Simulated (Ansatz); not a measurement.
C2HFSi (SMILES C#C[Si]F)

Input file:

```
crystal:
  periodic: [false, false, false]
  atoms:
    - {symbol: C, position_ang: [-1.107583, 2.045747, 0.081919]}
    - {symbol: C, position_ang: [-1.428846, 1.491828, -0.959624]}
    - {symbol: F, position_ang: [-0.872376, 0.163119, -3.201383]}
    - {symbol: Si, position_ang: [-2.220341, 0.729384, -2.465792]}
    - {symbol: H, position_ang: [-0.805855, 2.529332, 0.995483]}
basis:
  gaussian:
    orbitals: def2-TZVPD
hamiltonian:
  xc: {name: PBE0}
output: {forces: true, orbitals: {seedname: orbitals}}
```

Run with:

```sh
ansatz run input.yaml --threads 1 --pin off --max-ram 2610MiB --events-out events.jsonl --progress --plain --runs-dir runs
```

Geometry: PBE0-D3(BJ)/def2-SVP.

Theory: isolated molecule in a Gaussian basis; Kohn-Sham density functional theory, functional PBE0 (Ansatz).

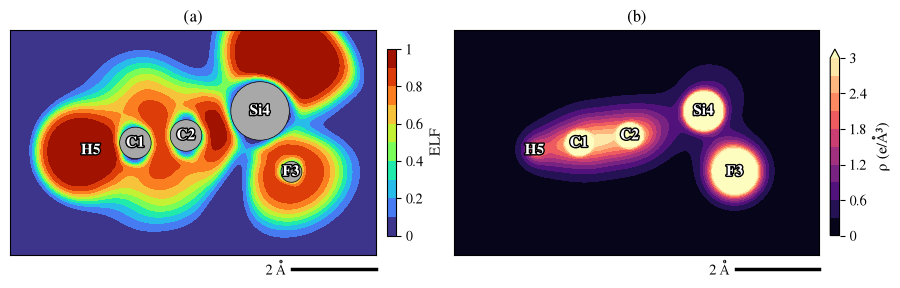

Figure 1. (a) electron localisation function; (b) total electron density on the molecular plane. Grey discs cover the atomic cores in the ELF map.

> Interpret the plot.

- Atoms in the plane: C, F, Si and H.
- C–C (1.22 Å): ρ is about 2.8 e/Å³ halfway; the ELF peaks at about 0.85 between the atoms: a short, multiple covalent bond.
- Si–F (1.64 Å): ρ at the midpoint is about 1.1 e/Å³; the ELF peaks at about 0.85 in the valence shell of F, 0.6 Å from its nucleus, and is about 0.55 at the midpoint.
- C–Si (1.86 Å): ρ at the midpoint is about 0.93 e/Å³; the ELF peaks at about 0.95 between the atoms; localised, covalent bonding.
- C–H (1.08 Å): ρ is about 2.1 e/Å³ halfway; the ELF climbs to about 1 towards the hydrogen, as it does in any bond to H; an ordinary covalent bond to hydrogen.
- The ELF also peaks beside F3 and Si4, away from the bonds: lone-pair regions.

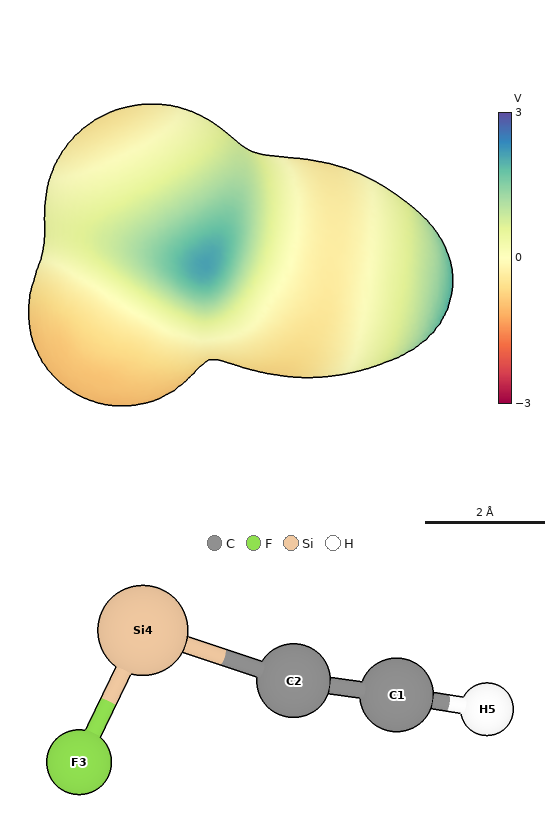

Figure 2. The electrostatic potential painted on the density surface at 0.002 e/bohr³, seen at a tilt; red is negative and blue positive. The bare structure is drawn below in the same view.

> Describe the electrostatic potential map.

The most negative region (about −1.0 V) lies over F3, the most positive (about +2.2 V) over Si4 and H5.

> How polar is the molecule by this calculation?

Its dipole moment is 1.94 D.

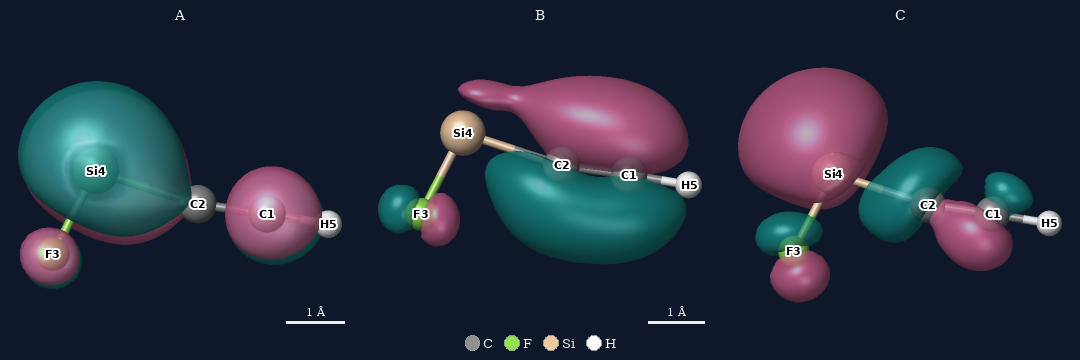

Figure 3. Three frontier orbitals at ±0.1 Å⁻³ᐟ² (teal and pink are the two phases), in no order.

> Which picture is the HOMO−1, the HOMO and the LUMO?

B is the HOMO−1 (−8.79 eV). By Hirshfeld shares it lies mainly on C2 (about 45 %) and C1 (about 40 %); it is symmetric in the molecular plane (an in-plane orbital: σ, lone-pair or in-plane π type). C is the HOMO (−7.49 eV). By Hirshfeld shares it lies mainly on Si4 (about 70 %), C2 (about 15 %), F3 (about 10 %) and C1 (about 5 %); it is symmetric in the molecular plane (an in-plane orbital: σ, lone-pair or in-plane π type). A is the LUMO (−2.84 eV). By Hirshfeld shares it lies mainly on Si4 (about 70 %), C1 (about 15 %) and C2 (about 10 %); it changes sign across the molecular plane (π type); π-antibonding (a node) across C1–C2.

> What is the HOMO–LUMO gap?

4.65 eV between the orbital energies.
